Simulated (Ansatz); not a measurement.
Band structure of PdAu₃ (Pm-3m, 4 atoms in the cell).

```
CELL_PARAMETERS angstrom
      4.07108     0.00000     0.00000
      0.00000     4.07108     0.00000
      0.00000     0.00000     4.07108
ATOMIC_POSITIONS crystal
  Pd 0.00000 0.00000 0.00000
  Au 0.00000 0.50000 0.50000
  Au 0.50000 0.00000 0.50000
  Au 0.50000 0.50000 0.00000
```

Method: PBEsol, PAW files made with PBE (plane waves; Ansatz, a first-principles code).

Settings: basis.ecutwfc = 30.9 Ry; kpoints.mp_grid.grid = 11 11 11; hamiltonian.xc = pbesol; hamiltonian.pseudopotentials = {kind: paw} (the program's default PAW files); scf.occupations.method = gaussian; scf.occupations.width = 0.02 Ry; kpoints.band_path.npoints = 8.

The starting cell comes from a database of computed structures (which also holds hypothetical and non-ambient phases and stackings), without a prior relaxation at this level. Spin-orbit coupling is off. Spin polarisation is off.

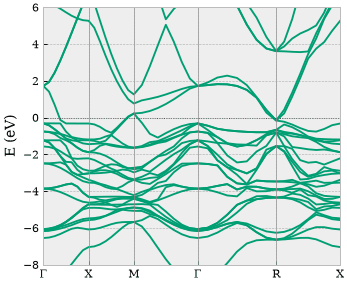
*Bands along the path, energies from the Fermi level.*

Levels in eV from the Fermi level, bands 35 to 42:
| point | 35 | 36 | 37 | 38 | 39 | 40 | 41 | 42 |
|---|---|---|---|---|---|---|---|---|
| Γ | -0.32 | -0.32 | -0.32 | 1.72 | 1.72 | 1.72 | 6.26 | 6.26 |
| X | -1.45 | -1.24 | -1.19 | -0.33 | 5.26 | 6.71 | 6.71 | 6.94 |
| M | -1.64 | -1.64 | 0.22 | 0.22 | 0.76 | 1.26 | 8.94 | 9.38 |
| R | -0.68 | -0.67 | -0.67 | -0.16 | -0.16 | -0.16 | 3.61 | 3.61 |

Bands cross the Fermi level along this path, so the cell is metallic at this level.

Keys are those of Ansatz 0.2.
